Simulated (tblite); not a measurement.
Run report: GeBAsH6O, molecular dynamics

System: GeBAsH6O, SMILES [GeH3][O]B[AsH2].
Method: GFN2-xTB Langevin dynamics, gas phase (tblite 0.8.0).

It belongs to a series of runs on one base structure; here: H on B replaced by OGeH3.

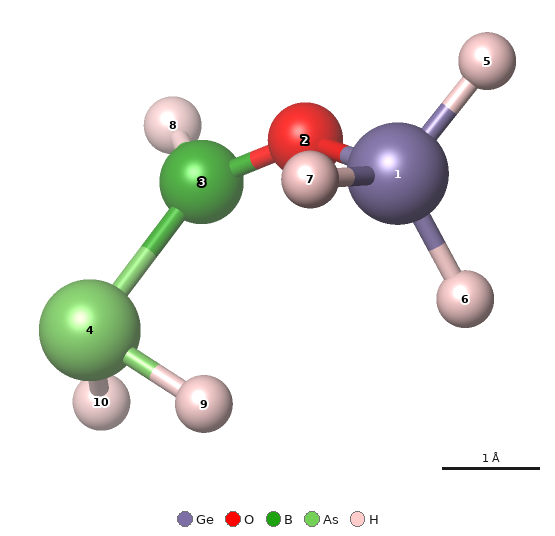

**Figure 1.** The input geometry (ball-and-stick view, seen at a tilt; atoms are numbered from 1 in the order of the input). Sticks mark near contacts.

### Results in brief

- outcome: finished
- mean temperature over the second half: 434 K
- trajectory: 41 frames kept, 1000 fs
- hardware: 1 CPU thread, shared host
- wall time: 7.9 s
- peak memory: 0.18 GiB

### Input
```
{"job": {"kind": "md", "xc": "GFN2-xTB", "basis": "xTB", "temperature": 400, "steps": 2000, "every": 50}, "charge": 0, "multiplicity": 1}
Ge    -1.734335     0.239502    -0.013097
O     -0.467685    -0.944585    -0.197634
B      0.853115    -1.037395    -0.160918
As     2.100418     0.516306     0.247612
H     -2.954072    -0.624797    -0.017603
H     -1.667628     1.166230    -1.190874
H     -1.528530     0.967681     1.285319
H      1.304223    -2.116640    -0.349708
H      1.211961     1.516788    -0.461456
H      2.891415     0.321566    -1.017010
```

The first line tells a small driver script what to run in tblite; the rest is the geometry in Å.

Command:
```bash
OMP_NUM_THREADS=1 python <driver script> task.json out
```

### The program's output
```
t/fs     T/K      E/eV
    0.0   339.0   -345.54007
   25.0   206.8   -345.32539
   50.0   287.6   -345.23352
   75.0   209.2   -345.15928
  100.0   222.6   -345.14476
  125.0   178.9   -345.10218
  150.0   251.9   -345.17471
  175.0   347.7   -345.13290
  200.0   405.1   -345.08859
  225.0   453.2   -345.25024
  250.0   449.7   -345.25044
  275.0   275.8   -345.06113
  300.0   429.4   -345.23010
  325.0   223.2   -345.15024
  350.0   418.0   -345.16878
  375.0   292.6   -344.98371
  400.0   367.8   -345.13077
  425.0   306.8   -345.02929
  450.0   316.5   -344.98440
  475.0   418.5   -345.09086
  500.0   377.6   -345.08306
  525.0   400.3   -345.20343
  550.0   463.6   -345.20784
  575.0   411.4   -345.05666
  600.0   359.3   -344.95942
  625.0   513.2   -345.11869
  650.0   491.8   -345.09237
  675.0   637.0   -345.12104
  700.0   476.1   -345.16582
  725.0   593.2   -345.13571
  750.0   479.2   -345.09287
  775.0   309.5   -344.89651
  800.0   325.8   -344.99288
  825.0   444.7   -344.95779
  850.0   300.1   -345.03829
  875.0   380.6   -345.17933
  900.0   310.8   -345.19805
  925.0   446.6   -345.17075
  950.0   435.0   -345.12818
  975.0   495.8   -345.15205
 1000.0   463.8   -345.13403
```

### Trajectory as extended XYZ (Å, eV, eV/Å), 20 of the 41 frames kept, from step=0 to step=40
```
10
Properties=species:S:1:pos:R:3:forces:R:3 step=0 time_fs=0.0 energy=-345.54007 temperature=339.0
Ge   -1.7343    0.2395   -0.0131   -0.0081  -0.0011  -0.0026
O    -0.4677   -0.9446   -0.1976    0.0054   0.0017   0.0070
B     0.8531   -1.0374   -0.1609    0.0048  -0.0043  -0.0061
As    2.1004    0.5163    0.2476   -0.0012  -0.0030   0.0012
H    -2.9541   -0.6248   -0.0176   -0.0025   0.0027   0.0046
H    -1.6676    1.1662   -1.1909   -0.0044   0.0001  -0.0050
H    -1.5285    0.9677    1.2853    0.0006   0.0022  -0.0037
H     1.3042   -2.1166   -0.3497    0.0024  -0.0021  -0.0013
H     1.2120    1.5168   -0.4615    0.0057   0.0007   0.0062
H     2.8914    0.3216   -1.0170   -0.0027   0.0031  -0.0004
10
Properties=species:S:1:pos:R:3:forces:R:3 step=2 time_fs=50.0 energy=-345.23352 temperature=287.6
Ge   -1.7579    0.1896    0.0004   -0.6779   0.6843   0.5187
O    -0.5268   -0.9759   -0.2656   -0.1750  -0.0137  -0.3757
B     0.7889   -1.0258   -0.3317    0.3184   0.4880   0.8777
As    2.0081    0.4856    0.2614    0.3692   0.0117  -0.3634
H    -3.0098   -0.6477    0.3872    0.5441   0.2974  -0.3501
H    -1.9035    1.0924   -1.2607    0.0177  -0.4316   0.4949
H    -1.3243    1.0141    1.2530   -0.1558  -0.1949  -0.5123
H     1.2416   -2.0674   -0.3538    0.4485  -1.2835  -0.4462
H     1.2701    1.3630   -0.7009    0.2341   0.3510  -0.1794
H     3.2723    0.2684   -0.7026   -0.9234   0.0912   0.3359
10
Properties=species:S:1:pos:R:3:forces:R:3 step=4 time_fs=100.0 energy=-345.14476 temperature=222.6
Ge   -1.8393    0.1521    0.0037    0.3654   0.1405  -0.1270
O    -0.5662   -0.9281   -0.5549   -1.5219   0.1902  -0.4306
B     0.7256   -0.9886   -0.5299    1.4286  -1.7380   0.7490
As    1.8676    0.4769    0.2626    0.2694   0.5661  -0.8061
H    -2.9331   -0.7388    0.5465    0.1120   0.0257  -0.2081
H    -2.2563    1.0236   -1.2025    0.1545  -0.2996   0.5283
H    -1.0192    0.7633    1.1115   -0.4009   0.4257   0.0454
H     1.1395   -2.1443   -0.6461    0.0259   0.7353  -0.3010
H     1.5647    1.2015   -1.0672    0.1927   0.1616   0.4779
H     3.3130    0.2076   -0.2631   -0.6255  -0.2076   0.0722
10
Properties=species:S:1:pos:R:3:forces:R:3 step=6 time_fs=150.0 energy=-345.17471 temperature=251.9
Ge   -1.8772    0.1363   -0.0293    0.5485   0.8298  -1.0355
O    -0.5778   -0.8583   -0.6370   -1.0710  -0.5190  -0.5247
B     0.7088   -1.0263   -0.6448    1.9187  -0.4096   0.8257
As    1.8802    0.3998    0.3086   -0.2670  -0.0165   0.0477
H    -2.8399   -0.7740    0.5649   -0.4093  -0.4884   0.2502
H    -2.4145    1.0105   -1.1807    0.1073  -0.5469   0.2215
H    -1.1226    1.0493    0.8298    0.0639   0.4202   0.7324
H     1.3014   -2.0526   -0.9534   -0.8628   0.4523  -0.2085
H     1.4304    1.2687   -0.8270    0.3543   0.3175  -0.0529
H     3.2807    0.1586   -0.2515   -0.3827  -0.0394  -0.2560
10
Properties=species:S:1:pos:R:3:forces:R:3 step=8 time_fs=200.0 energy=-345.08859 temperature=405.1
Ge   -1.9414    0.0885    0.0114   -1.4189   1.1450  -1.8359
O    -0.6366   -0.8312   -0.4901   -0.6531  -0.1849   0.3109
B     0.6466   -0.8975   -0.5936    1.6689  -0.9612  -0.5123
As    2.0667    0.2539    0.3252   -0.6096   0.3631   0.1029
H    -3.0085   -0.7976    0.5177    0.0630  -0.1839   0.2864
H    -2.4298    0.7281   -1.3781    0.0885  -0.6447   0.6511
H    -1.5609    1.3459    0.6253    0.3142   0.5676   1.0473
H     0.9642   -1.8444   -1.2373    0.4191  -0.0197  -0.1112
H     1.1722    1.4268   -0.0369    0.2276   0.1746   0.2615
H     2.9386    0.6251   -0.8382   -0.0998  -0.2559  -0.2007
10
Properties=species:S:1:pos:R:3:forces:R:3 step=11 time_fs=275.0 energy=-345.06113 temperature=275.8
Ge   -1.8994    0.2927    0.0288   -0.7311   0.6748   1.7828
O    -0.5822   -0.6664   -0.2823    1.2676  -1.2574  -0.6057
B     0.6688   -1.0970   -0.2822    0.4714  -0.3518  -0.5386
As    2.3142   -0.0177    0.2837    0.5661   0.3881  -0.4191
H    -2.6408   -0.6285    1.1202    0.3919   0.8363  -0.6643
H    -2.7608    0.6013   -1.1353   -0.0796  -0.2016  -0.4942
H    -1.2678    1.6368    0.5225   -0.4432  -0.4532   0.0407
H     1.0029   -2.2455   -0.6168   -0.7489   0.7618   0.1746
H     1.5954    1.2131    0.7127   -0.2214   0.2516   0.0786
H     2.7116    0.7709   -1.0628   -0.4728  -0.6485   0.6451
10
Properties=species:S:1:pos:R:3:forces:R:3 step=13 time_fs=325.0 energy=-345.15024 temperature=223.2
Ge   -1.8413    0.2872    0.0432   -0.1927  -0.9254   0.8904
O    -0.5765   -0.8689   -0.1902    1.1710   0.0654  -0.1830
B     0.7271   -1.1954   -0.4538   -1.9542  -0.2607   0.0701
As    2.2977   -0.0885    0.2962   -0.3401  -0.2558  -0.3679
H    -2.2365    0.0044    1.5420    0.1709   0.4160  -0.8752
H    -2.9602   -0.0345   -0.9192    0.0318  -0.1826   0.0873
H    -1.2085    1.5221   -0.4035    0.1959   0.8902   0.0856
H     0.6528   -2.2202   -1.0688    1.0012   0.1911   0.1039
H     1.4912    1.1571   -0.0278    0.3000   0.0123  -0.0580
H     3.1148   -0.0137   -1.0058   -0.3838   0.0495   0.2470
10
Properties=species:S:1:pos:R:3:forces:R:3 step=15 time_fs=375.0 energy=-344.98371 temperature=292.6
Ge   -1.8355    0.2753    0.0229   -0.0008  -0.9306   1.1181
O    -0.6558   -0.9540   -0.3092    2.1674  -0.8862   0.0204
B     0.6817   -1.3209   -0.2725   -1.5496  -0.2486  -0.0998
As    2.2109   -0.1847    0.3136   -1.5480   1.6341   1.4021
H    -1.8659    0.3408    1.6367   -0.1901  -0.0096  -1.2054
H    -3.0162   -0.2992   -0.7382    0.0783   0.1262   0.3462
H    -1.3179    1.4864   -0.5885    0.2253   0.8971  -0.2863
H     1.0299   -2.4560   -0.5069   -0.7388   0.2908  -0.0847
H     1.7782    0.8998   -0.6709   -0.2014   0.3178   0.5544
H     3.0852   -0.4361   -0.7243    1.7578  -1.1909  -1.7650
10
Properties=species:S:1:pos:R:3:forces:R:3 step=17 time_fs=425.0 energy=-345.02929 temperature=306.8
Ge   -1.7169    0.2840    0.0703   -0.4076  -1.4756   0.5207
O    -0.6869   -1.0706   -0.4737    1.2827   0.6967   0.9043
B     0.6203   -1.3561   -0.1750   -1.9135   0.5654  -0.6895
As    2.1096   -0.2091    0.2828    1.1493   0.1613   0.6836
H    -1.8635    0.1825    1.6153    0.1459   0.0072  -0.6423
H    -2.8742   -0.2989   -0.6503   -0.4270   0.2647   0.0000
H    -1.3663    1.6529   -0.2930    0.4106   0.6339  -0.3061
H     0.9000   -2.4425   -0.2615    0.0945  -1.7176  -0.1309
H     1.8591    0.7908   -0.7886    0.2069  -0.0134  -0.4328
H     3.1204   -1.1838   -0.4676   -0.5417   0.8775   0.0929
10
Properties=species:S:1:pos:R:3:forces:R:3 step=19 time_fs=475.0 energy=-345.09086 temperature=418.5
Ge   -1.5673    0.3094    0.1439   -1.0456  -2.0206  -0.5383
O    -0.6423   -1.1745   -0.5420    0.5688   0.7461   1.1372
B     0.6649   -1.5086   -0.3976   -1.2371  -0.7121  -0.9201
As    2.0708   -0.2478    0.2638    0.8279   0.2205  -0.8897
H    -2.5032   -0.1433    1.3662    0.8409   0.1905  -0.7064
H    -2.4857    0.4909   -1.0523    0.2005   0.1802   0.2164
H    -0.5959    1.3407    0.4386    0.5448   0.6951   0.2506
H     0.9315   -2.6160   -0.8478   -0.1234   0.6646   0.3714
H     1.7204    0.6929   -0.8743   -0.3171   0.2898   0.3241
H     3.1483   -0.6527   -0.8079   -0.2597  -0.2539   0.7548
10
Properties=species:S:1:pos:R:3:forces:R:3 step=21 time_fs=525.0 energy=-345.20343 temperature=400.3
Ge   -1.4404    0.2956    0.1944   -1.6468   0.9425  -0.0909
O    -0.6609   -1.0253   -0.4604    1.5510  -1.6034  -0.3230
B     0.6223   -1.4243   -0.6374   -0.8184  -0.1288  -1.1176
As    2.0850   -0.3350    0.2763   -0.3829  -0.2281   0.6345
H    -2.9075   -0.1679    0.4998    0.8639   0.1831  -0.1691
H    -1.3482    1.2369   -0.9773   -0.2403   0.1468   0.0475
H    -0.7689    0.9324    1.3446    0.2344   0.0195   0.5133
H     0.7559   -2.3156   -1.5199    0.0492   0.8147   1.1560
H     1.5686    0.9711   -0.3292    0.2595  -0.3141  -0.1840
H     3.1669   -0.5757   -0.7003    0.1304   0.1679  -0.4667
10
Properties=species:S:1:pos:R:3:forces:R:3 step=23 time_fs=575.0 energy=-345.05666 temperature=411.4
Ge   -1.4528    0.2569    0.2187   -1.0219  -0.3489  -0.6291
O    -0.5974   -1.0209   -0.5623    0.3637  -0.5838  -0.1460
B     0.6589   -1.4650   -0.6675   -0.2209   3.1006   1.2586
As    2.1358   -0.2793    0.3913    0.2099  -0.8080   0.0269
H    -2.7795    0.2058   -0.5361    0.2328  -0.1522   0.4410
H    -0.8359    1.5072   -0.1587    0.5770   0.9441  -0.1092
H    -1.4259   -0.0132    1.6630   -0.1092  -0.0997   0.3741
H     0.8132   -2.4251   -1.1953    0.5424  -1.6740  -0.8494
H     2.0040    1.1996    0.0488   -0.5021  -0.2422  -0.3509
H     3.2815   -0.3283   -0.5924   -0.0717  -0.1359  -0.0161
10
Properties=species:S:1:pos:R:3:forces:R:3 step=25 time_fs=625.0 energy=-345.11869 temperature=513.2
Ge   -1.5400    0.1814    0.2029    0.1163   0.3164  -0.1810
O    -0.5439   -1.0758   -0.4811   -0.9414   0.6700   0.2774
B     0.6995   -1.3150   -0.7417    1.4308  -0.1348   0.2031
As    2.2304   -0.3620    0.5365   -0.4475   0.0212  -1.0872
H    -2.5099    0.2662   -0.9854    0.2105   0.2619   0.5755
H    -0.6864    1.4227    0.6136   -0.3813  -0.4172  -0.4131
H    -2.0335   -0.4374    1.4583   -0.3426  -0.1261   0.1764
H     0.7959   -2.1110   -1.6134    0.6944  -0.0047   0.1130
H     2.6780    0.7260   -0.5316   -0.2529  -0.6157   0.4416
H     3.4127   -1.2129    0.1338   -0.0864   0.0290  -0.1058
10
Properties=species:S:1:pos:R:3:forces:R:3 step=27 time_fs=675.0 energy=-345.12104 temperature=637.0
Ge   -1.6180    0.1680    0.1429    0.2869   0.7958   0.7959
O    -0.4548   -0.8945   -0.5675    0.0793  -0.3477  -0.1208
B     0.7843   -1.3139   -0.4176    1.1935  -0.5496  -0.7895
As    2.2600   -0.3910    0.6468   -0.2939   0.0358   0.5159
H    -2.1880    0.9909   -1.0387    0.3344  -0.2524   0.4969
H    -0.8597    0.9612    1.3835   -0.5894  -0.3761  -1.0560
H    -2.6436   -0.7313    0.7784   -0.0706  -0.0899  -0.1012
H     1.3393   -2.1397   -1.1931   -1.2333   0.5037   0.5458
H     2.4602    0.2630   -0.6762    0.3341   0.1246  -0.1589
H     3.2905   -1.4604    0.3587   -0.0411   0.1557  -0.1282
10
Properties=species:S:1:pos:R:3:forces:R:3 step=29 time_fs=725.0 energy=-345.13571 temperature=593.2
Ge   -1.7025    0.3001    0.1190   -0.3425  -1.7531  -0.7364
O    -0.3938   -0.6942   -0.4713   -0.1765  -0.1362   0.0039
B     0.7786   -1.3295   -0.3021   -0.9202   2.1343   0.6283
As    2.2369   -0.3360    0.6685    0.2137  -0.7256   0.9787
H    -1.9137    1.3392   -0.8538   -0.1421   0.6650  -0.8866
H    -1.2627    0.8538    1.3478    0.4508   0.5497   1.5449
H    -2.9174   -0.6457    0.2509    0.5091   0.3460  -0.0397
H     0.8021   -2.4105   -0.5625    0.2175  -1.8424  -0.6206
H     2.6890    0.3624   -0.4856    0.1584   0.9872  -1.1560
H     3.3301   -1.2996    0.2871    0.0317  -0.2248   0.2833
10
Properties=species:S:1:pos:R:3:forces:R:3 step=32 time_fs=800.0 energy=-344.99288 temperature=325.8
Ge   -1.8858    0.3427    0.0647    2.7520   1.6900   0.5397
O    -0.6332   -0.7617   -0.3189    0.6656  -0.4302  -0.3186
B     0.6026   -1.2118   -0.2411    1.0832  -0.8482  -0.3572
As    2.2243   -0.2344    0.6750   -0.6635  -0.3274   0.7511
H    -2.0584    1.2600   -1.0542    0.1180   0.4857  -0.3926
H    -1.4822    0.8373    1.4234   -0.0022   0.4474  -0.1136
H    -2.9410   -0.4822    0.2503   -3.1170  -2.3661   0.3537
H     0.8935   -2.3479   -0.6843   -0.5853   0.9381   0.2999
H     1.9974    0.9666   -0.1226    0.0532   0.5920  -0.3886
H     3.4532   -0.5987   -0.1106   -0.3039  -0.1813  -0.3738
10
Properties=species:S:1:pos:R:3:forces:R:3 step=34 time_fs=850.0 energy=-345.03829 temperature=300.1
Ge   -1.9966    0.3714   -0.0957    0.3384   2.5231  -0.1513
O    -0.7608   -0.7065   -0.1588    1.4480  -0.9922  -0.4474
B     0.4907   -1.1080   -0.3313   -0.2828   0.1792  -0.0416
As    2.0751   -0.3167    0.5687    0.7315   0.7574   0.3221
H    -2.2367    0.8531   -1.5489    0.2345   0.0747   0.6331
H    -1.5576    1.3827    1.0322   -0.4432  -0.1966  -0.7287
H    -3.0353   -0.4907    0.2886   -1.7291  -1.0826   0.7088
H     0.5890   -2.1383   -0.8509    0.2825  -0.6186  -0.3908
H     1.5090    1.0953    0.8095    0.1152  -0.3161  -0.1643
H     3.0173    0.2478   -0.5535   -0.6950  -0.3284   0.2601
10
Properties=species:S:1:pos:R:3:forces:R:3 step=36 time_fs=900.0 energy=-345.19805 temperature=310.8
Ge   -2.0653    0.5223   -0.1685    0.7544   0.6144   0.2248
O    -0.9163   -0.7796   -0.4032    0.9758   0.0115   0.0070
B     0.3680   -1.1753   -0.4049   -0.5400  -0.5906  -0.5951
As    2.0155   -0.4518    0.6050   -0.8809   0.6159   0.4701
H    -2.6829    0.6689   -1.5733    0.3576   0.1780   0.4013
H    -1.2470    1.7945    0.5391   -0.7768  -0.9169  -0.7315
H    -3.0990   -0.0466    0.7522   -0.0345  -0.0740   0.1881
H     0.6077   -2.1846   -1.0861   -0.2602   0.7120   0.4742
H     1.2057    0.7487    1.2533    0.4196  -0.5335  -0.1972
H     2.4305    0.5094   -0.4600   -0.0150  -0.0170  -0.2417
10
Properties=species:S:1:pos:R:3:forces:R:3 step=38 time_fs=950.0 energy=-345.12818 temperature=435.0
Ge   -2.1358    0.6183   -0.2385   -0.7451   1.1994   0.7688
O    -0.8519   -0.4229   -0.5451    0.6231  -0.9317  -0.4409
B     0.2706   -1.1263   -0.5329    0.5094   0.1867   0.7981
As    1.9463   -0.5005    0.5898   -0.3043  -0.1540  -0.8248
H    -3.2561    0.5606   -1.3628    0.7021  -0.0207   0.4154
H    -1.4912    2.1243   -0.0510   -0.5131  -1.0564  -0.2319
H    -2.7446    0.1213    1.1472    0.3358   0.2343  -0.7321
H     0.4783   -2.1677   -1.0682   -0.5612   0.2252  -0.2927
H     1.2190    0.6896    1.0818   -0.1135   0.4279   0.1718
H     2.3246    0.2726   -0.6855    0.0669  -0.1105   0.3684
10
Properties=species:S:1:pos:R:3:forces:R:3 step=40 time_fs=1000.0 energy=-345.13403 temperature=463.8
Ge   -2.2368    0.6086   -0.1298   -1.2099  -0.6172  -0.2413
O    -0.7759   -0.0791   -0.4780    1.8978  -1.1443  -0.0961
B     0.2807   -0.9454   -0.5879   -1.3558   2.3106   1.0257
As    1.8952   -0.5535    0.5062    1.0622  -0.1073  -0.6193
H    -3.3502   -0.1649   -0.7635   -0.1405  -0.2256  -0.1859
H    -2.1699    1.8835   -0.7638    0.1316   1.3158  -0.4444
H    -2.5167    0.5767    1.2944    0.1412   0.0770   0.8986
H     0.0745   -1.8517   -1.2000    0.0426  -1.6082  -1.0536
H     1.7722    0.9396    0.4543   -0.0804   0.0413  -0.0483
H     2.8458   -0.5088   -0.7753   -0.4889  -0.0420   0.7646
```

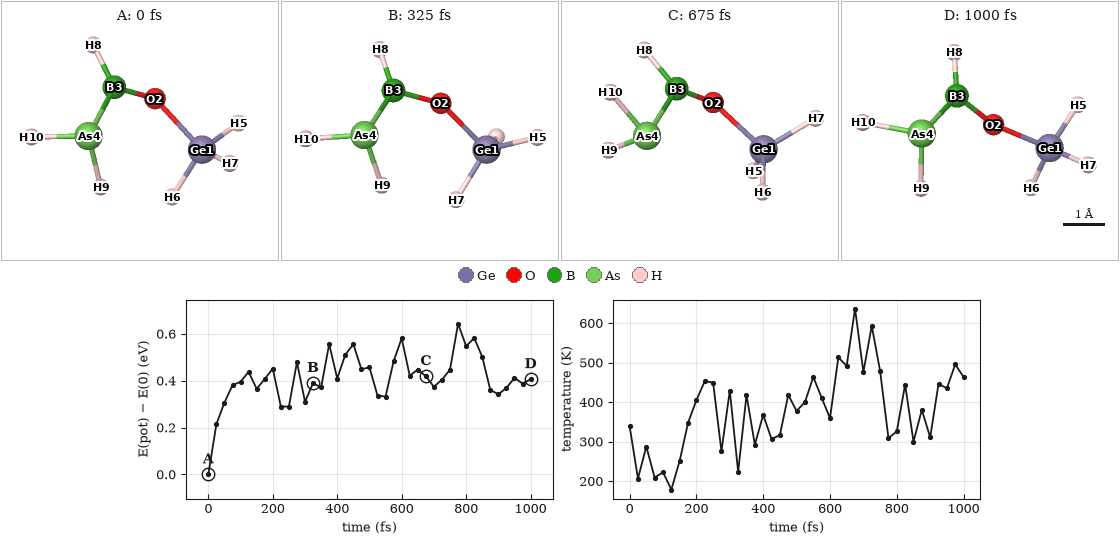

**Figure 2.** Frames of the molecular dynamics (ball-and-stick, seen at a tilt) above the curves, on which the letters mark them. The trajectory kept here has 41 frames over 1000 fs. The temperature starts at 339 K, ranges from 179 to 637 K and averages 434 K over the second half. The potential energy ends 0.406 eV above its first value. After an unweighted best fit of the last frame on the first, the root-mean-square displacement is 0.49 Å.
